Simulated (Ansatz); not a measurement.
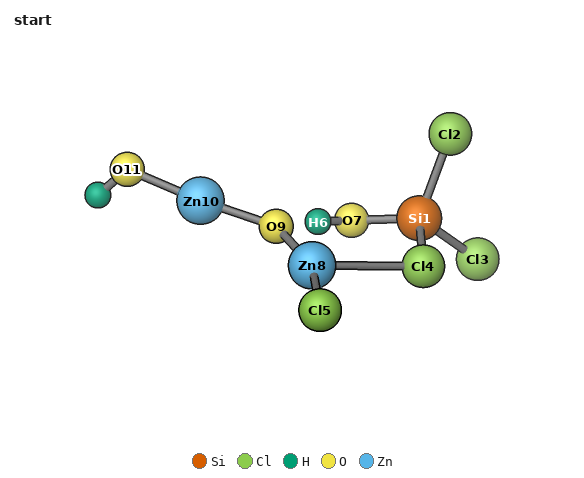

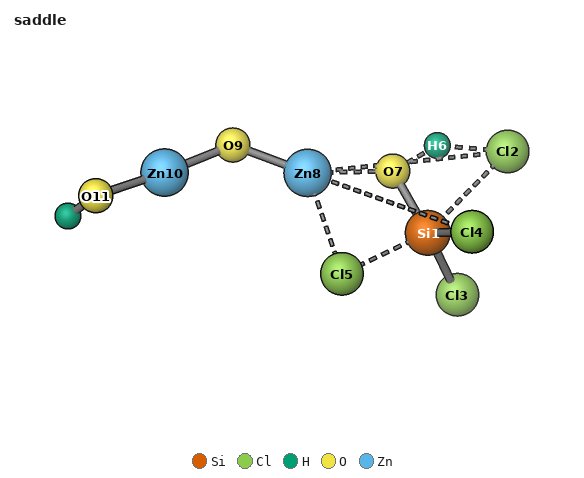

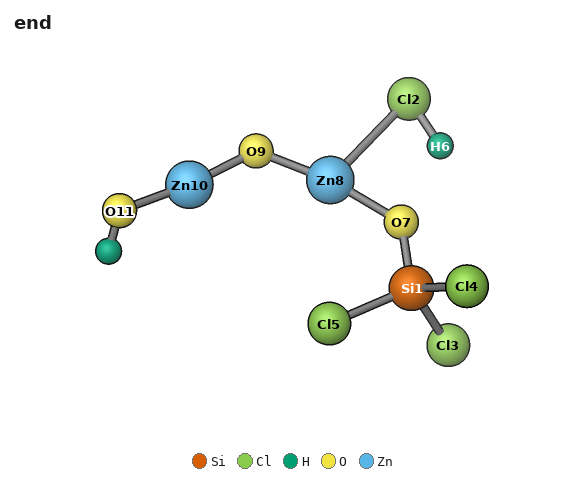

A saddle point and the two end points reached downhill from it. Broken sticks mark bonds that form or break. The species is neutral and a spin singlet. Geometries: PBE0-D4/def2-TZVP; all other levels are single points on them, and energies count from the start as drawn. Program: Ansatz 0.2.0. In CBS estimates cores are frozen.

Q: Which bonds form and which break from start to end?

A: Formed: Si1–Cl5, Cl2–H6, Cl2–Zn8, O7–Zn8; broken: Si1–Cl2, Cl4–Zn8, Cl5–Zn8, H6–O7. At the saddle point Si1···Cl5 is 2.18 Å, Cl2···H6 is 1.56 Å, Cl2···Zn8 is 4.49 Å, O7···Zn8 is 1.89 Å, Si1···Cl2 is 2.70 Å, Cl4···Zn8 is 4.36 Å, Cl5···Zn8 is 2.51 Å, H6···O7 is 1.19 Å.

Give the electronic barrier and the reaction energy from start to end in kcal/mol (no zero-point energy) with CCSD(T)/CBS estimate with 3s3p of Cu, Zn: MP2 correlation extrapolated from def2-TZVPP and def2-QZVPP, CCSD(T) minus MP2 from the smaller set; PBE0-D4/def2-SVP; B97M-V/def2-TZVPP.

| level | barrier | reaction energy |
| --- | --- | --- |
| CCSD(T)/CBS estimate with 3s3p of Cu, Zn: MP2 correlation extrapolated from def2-TZVPP and def2-QZVPP, CCSD(T) minus MP2 from the smaller set | 42.2 | +21.4 |
| PBE0-D4/def2-SVP | 39.9 | +24.9 |
| B97M-V/def2-TZVPP | 42.3 | +19.8 |
